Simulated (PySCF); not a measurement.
# AlNH3 (SMILES [NH2][AlH]) at UB3LYP/STO-3G

Aim: the energy change on altering one bond length of AlNH3 at UB3LYP/STO-3G, from 2 runs. 

The calculation is run with PySCF 2.14.0.

11 further runs of the same task are left out: 11 set aside as unsound or not needed.

## Step 1: The molecule

AlNH3 has 5 atoms, charge 0, and is taken as a doublet. SMILES: `[NH2][AlH]`. Geometry: relaxed at PBE0-D4/def2-TZVP. This is one conformer, not always the lowest.

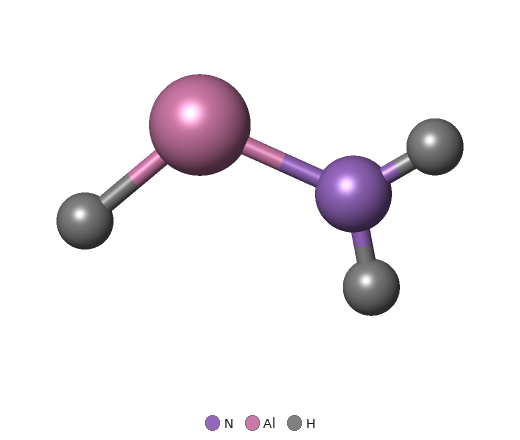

Viewed from a chosen angle; nitrogen purple, aluminium pink, hydrogen grey.

## Step 2: A single-point energy at UB3LYP/STO-3G

calc.py reads:

```python
# [NH2][AlH]
from pyscf import gto, dft

mol = gto.Mole()
mol.atom = [
    ('N', (-0.116600, -0.660800, 0.175100)),
    ('Al', (0.836600, 0.833900, 0.120800)),
    ('H', (0.148500, -1.505300, 0.655500)),
    ('H', (-1.010300, -0.782800, -0.277400)),
    ('H', (0.191800, 2.041400, -0.715400)),
]
mol.max_memory = 1860
mol.verbose = 3
mol.spin = 1
mol.basis = 'sto-3g'
mol.build()

mf = dft.UKS(mol, xc='b3lyp')
mf.grids.level = 5
mf.conv_tol = 1e-10
mf.kernel()
if not mf.converged:
    mf = mf.newton().run(mf.mo_coeff, mf.mo_occ)

energy = mf.e_tot
print('Final energy', energy)
```

Started as:

```bash
$ OMP_NUM_THREADS=1 python calc.py
```

Log:

```text
WARN: HOMO -0.0876419537868768 >= LUMO -0.0876419537868764

converged SCF energy = -295.262321100888  <S^2> = 0.75239762  2S+1 = 2.0023962
Final energy -295.2623211008877
```

Wall time 4.2 s (1 thread of Arm Neoverse V1, shared host); peak memory 0.19 GiB.

## Step 3: The distorted shape, same level

mol.xyz reads:

```xyz
5
AlH3N
N      0.062181    -0.636394     0.265621
Al     1.015381     0.858306     0.211321
H      0.327281    -1.480894     0.746021
H     -1.010300    -0.782800    -0.277400
H      0.370581     2.065806    -0.624879
```

run.py reads:

```python
from pyscf import gto, dft

system = gto.M(
    atom='mol.xyz',
    spin=1,
    basis='sto-3g',
    verbose=4,
    max_memory=1860,
)

ks = dft.UKS(system, xc='b3lyp')
ks.grids.level = 5
ks.conv_tol = 1e-10
ks.kernel()
if not ks.converged:
    ks = ks.newton().run(ks.mo_coeff, ks.mo_occ)

etot = ks.e_tot
print(f'total energy: {etot:.8f} hartree')
```

Started as:

```bash
$ OMP_NUM_THREADS=1 python run.py
```

Log:

```text
PySCF version 2.14.0

[INPUT] num. atoms = 5
[INPUT] num. electrons = 23
[INPUT] charge = 0
[INPUT] spin (= nelec alpha-beta = 2S) = 1
[INPUT] symmetry False subgroup None
[INPUT] Mole.unit = angstrom
[INPUT] Symbol           X                Y                Z      unit          X                Y                Z       unit  Magmom
[INPUT]  1 N      0.062181000000  -0.636394000000   0.265621000000 AA    0.117505060152  -1.202610367316   0.501950942933 Bohr   0.0
[INPUT]  2 Al     1.015381000000   0.858306000000   0.211321000000 AA    1.918792002087   1.621963271071   0.399338814369 Bohr   0.0
[INPUT]  3 H      0.327281000000  -1.480894000000   0.746021000000 AA    0.618471455774  -2.798484079512   1.409775373174 Bohr   0.0
[INPUT]  4 H     -1.010300000000  -0.782800000000  -0.277400000000 AA   -1.909190303648  -1.479277610310  -0.524210026954 Bohr   0.0
[INPUT]  5 H      0.370581000000   2.065806000000  -0.624879000000 AA    0.700296596967   3.903807566483  -1.180850170992 Bohr   0.0

nuclear repulsion = 45.4160102420441
number of shells = 11
number of NR pGTOs = 51
number of NR cGTOs = 17
basis = sto-3g
ecp = {}

******** <class 'pyscf.dft.uks.UKS'> ********
method = UKS
initial guess = minao
damping factor = 0
level_shift factor = 0
DIIS = <class 'pyscf.scf.diis.CDIIS'>
diis_start_cycle = 1
diis_space = 8
diis_damp = 0
SCF conv_tol = 1e-10
SCF conv_tol_grad = None
SCF max_cycles = 50
direct_scf = True
direct_scf_tol = 1e-13
number electrons alpha = 12  beta = 11
XC library pyscf.dft.libxc version 7.0.0
    S. Lehtola, C. Steigemann, M. J.T. Oliveira, and M. A.L. Marques.,  SoftwareX 7, 1–5 (2018)
XC functionals = b3lyp
    P. J. Stephens, F. J. Devlin, C. F. Chabalowski, and M. J. Frisch.,  J. Phys. Chem. 98, 11623 (1994)
radial grids:
    Treutler-Ahlrichs [JCP 102, 346 (1995); DOI:10.1063/1.469408] (M4) radial grids

becke partition: Becke, JCP 88, 2547 (1988); DOI:10.1063/1.454033
pruning grids: <function nwchem_prune>
grids dens level: 5
symmetrized grids: False
atomic radii adjust function: <function treutler_atomic_radii_adjust>
small_rho_cutoff = 0
Set gradient conv threshold to 1e-05
tot grids = 155784
init E= -295.000989726326
[... the frontier-level lines of each cycle are left out ...]


cycle= 1 E= -295.139469388917  delta_E= -0.138  |g|= 0.384  |ddm|= 1.95
cycle= 2 E= -294.861036266676  delta_E= 0.278  |g|= 0.788  |ddm|= 1.47
cycle= 3 E= -295.243794041523  delta_E= -0.383  |g|= 0.0261  |ddm|= 1.01
cycle= 4 E= -295.244817926734  delta_E= -0.00102  |g|= 0.00581  |ddm|= 0.101
cycle= 5 E= -295.244859399491  delta_E= -4.15e-05  |g|= 0.000542  |ddm|= 0.0149
cycle= 6 E= -295.244859952867  delta_E= -5.53e-07  |g|= 0.00019  |ddm|= 0.00243
cycle= 7 E= -295.244860001199  delta_E= -4.83e-08  |g|= 4.96e-05  |ddm|= 0.000571
cycle= 8 E= -295.244860005762  delta_E= -4.56e-09  |g|= 2.3e-05  |ddm|= 0.000186
cycle= 9 E= -295.244860006658  delta_E= -8.96e-10  |g|= 5.34e-06  |ddm|= 7.98e-05
cycle= 10 E= -295.2448600067  delta_E= -4.2e-11  |g|= 1.01e-06  |ddm|= 1.74e-05
Extra cycle  E= -295.244860006701  delta_E= -1.65e-12  |g|= 7.31e-07  |ddm|= 3.01e-06
converged SCF energy = -295.244860006701  <S^2> = 0.75280298  2S+1 = 2.002801
total energy: -295.24486001 hartree
```

Run time: 4.2 s. Hardware: 1 thread of Arm Neoverse V1, shared host; peak memory 0.19 GiB.

## Step 4: Results

Level: UB3LYP/STO-3G.

| quantity | value |
| --- | --- |
| first shape: total energy | -295.26232 Eh |
| first shape: dipole moment | 1.36 D |
| first shape: HOMO energy (highest over α and β) | -0.97 eV |
| first shape: LUMO energy (lowest over α and β) | 2.75 eV |
| first shape: ⟨S²⟩ | 0.752 |
| distorted shape: total energy | -295.24486 Eh |
| distorted shape: dipole moment | 1.45 D |
| distorted shape: HOMO energy (highest over α and β) | -1.07 eV |
| distorted shape: LUMO energy (lowest over α and β) | 2.57 eV |
| distorted shape: ⟨S²⟩ | 0.753 |
| energy change with the N1–H4 bond stretched from 1.009 to 1.211 Å | 0.475 eV |

**Reading.** With the N1–H4 bond stretched from 1.009 to 1.211 Å the energy rises by 0.48 eV (45.8 kJ/mol). The first shape isn't relaxed at this level, so the change isn't measured from a minimum. The minimal basis adds a large error of its own. Mulliken charges (distorted shape) run from -0.56 on N1 to +0.61 on Al2; they depend strongly on the basis.
